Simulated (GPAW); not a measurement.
Consider Sc on a Y site in YB2.

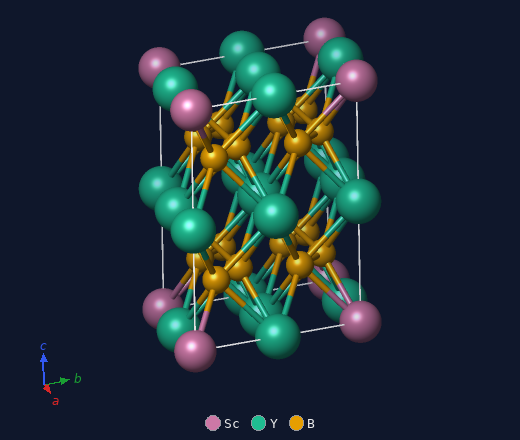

The structure (scandium pink, yttrium teal, boron orange). Some periodic images of atoms are drawn too.

```cif
data_structure
_symmetry_space_group_name_H-M 'P 1'
_symmetry_Int_Tables_number 1
_cell_length_a 6.6084
_cell_length_b 6.6084
_cell_length_c 7.6930
_cell_angle_alpha 90.000
_cell_angle_beta 90.000
_cell_angle_gamma 120.000
_cell_volume 290.95
loop_
_atom_site_label
_atom_site_type_symbol
_atom_site_fract_x
_atom_site_fract_y
_atom_site_fract_z
_atom_site_occupancy
Sc1 Sc 0.00000 0.00000 0.00000 1
Y2 Y 0.00000 0.00000 0.50000 1
Y3 Y 0.00000 0.50000 0.00000 1
Y4 Y 0.50000 0.00000 0.00000 1
Y5 Y 0.00000 0.50000 0.50000 1
Y6 Y 0.50000 0.00000 0.50000 1
Y7 Y 0.50000 0.50000 0.00000 1
Y8 Y 0.50000 0.50000 0.50000 1
B9 B 0.32897 0.16448 0.24742 1
B10 B 0.32897 0.16448 0.75258 1
B11 B 0.33333 0.66667 0.24866 1
B12 B 0.83552 0.16448 0.24742 1
B13 B 0.33333 0.66667 0.75134 1
B14 B 0.83552 0.16448 0.75258 1
B15 B 0.83552 0.67103 0.24742 1
B16 B 0.83552 0.67103 0.75258 1
B17 B 0.16448 0.32897 0.24742 1
B18 B 0.16448 0.32897 0.75258 1
B19 B 0.16448 0.83552 0.24742 1
B20 B 0.66667 0.33333 0.24866 1
B21 B 0.16448 0.83552 0.75258 1
B22 B 0.66667 0.33333 0.75134 1
B23 B 0.67103 0.83552 0.24742 1
B24 B 0.67103 0.83552 0.75258 1
```

Absorber: atom 1, with 12 B at 2.68 Å (12-fold; the defect atom itself). Method: GPAW, LDA, excited-electron core hole (neutral cell), 24-atom cell with 6.6 Å between holes, 4×4×3 k points, dipole transitions, Gaussian full width 0.9 eV up to 4 eV, rising linearly to 3.5 eV at 25 eV.

Where do the maxima of the Sc K edge fall?

Main maxima up to 27 eV above the zero (height): 14.0 eV (2.31) and 21.6 eV (1.04). A K edge sees empty p states. The first eV above the zero hold little dipole weight, as the lowest empty bands are of d character; the main edge, of 4p character, rises through 0.6 near 6 eV above the zero. The total-energy difference is 4492.92 eV. One term is added: -21.68 eV, since the hole is spin-paired here and a spin-polarised one costs that much less in the free atom (computed apart). The photon energy is then 4471.24 eV. The tabulated edge of the element is 4492 eV. The functional leaves an error in such absolute values: in the free atom LDA prices this hole 12.5 eV below PBE (computed apart), and PBE is itself good to a few eV.

The Sc K spectrum (energy from the lowest empty level; intensity scaled to a mean of 1 over the first 20 eV):

```tsv
E (eV)	isotropic	ε ∥ x	ε ∥ z
-2.0	0.00	0.00	0.00
-0.5	0.01	0.01	0.00
1.0	0.05	0.05	0.05
2.5	0.12	0.13	0.12
4.0	0.21	0.23	0.18
5.5	0.39	0.31	0.55
7.0	0.74	0.76	0.70
8.5	0.81	0.80	0.82
10.0	1.05	1.26	0.63
11.5	1.64	1.99	0.93
13.0	2.13	1.96	2.45
14.5	2.25	1.79	3.19
16.0	1.69	1.40	2.29
17.5	1.13	0.96	1.47
19.0	0.91	0.83	1.07
20.5	0.99	0.98	1.02
22.0	1.03	1.18	0.74
23.5	0.89	1.09	0.49
25.0	0.79	0.93	0.50
26.5	0.78	0.85	0.65
```

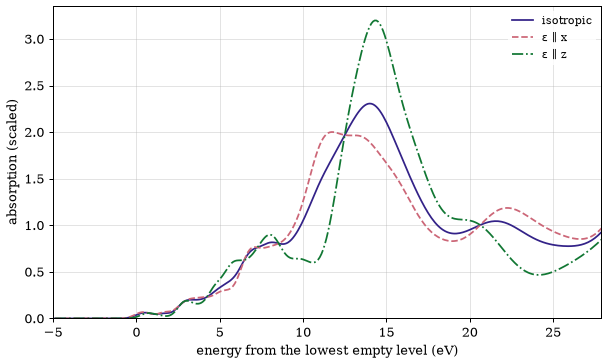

The Sc K edge.

Quadrupole 1s→3d transitions, which feed the pre-edge, are not in the dipole spectrum. In so small a cell the defects form an ordered array, and no site is far from one. The mesh is coarse (0.27 Å⁻¹ between points), so small maxima may be mesh ripples. Lifetime broadening is put in by hand, and intensities beyond about 20 eV depend on it and on the partial waves.

[Banner, clock and machine lines of the logs are left out without a mark of their own.]

[Logs are printed without paths, hosts, clocks, repeated set-up lines and the standing remarks that a program may print on its own settings, such as how far it seeks lower states.]

[Hosts, paths, dates, database ids (printed as entryN), source tags and the programs' standing remarks are cut or masked in the printed files.]

[Lists of maxima count a maximum above −3 eV only where it reaches 4 % of the highest in the window and stands out from its surroundings by 2 % of it (1.5 % where it reaches 55 %); shoulders and weaker maxima are passed over, and of the rest the first, up to two pre-edge ones and the few strongest are named.]
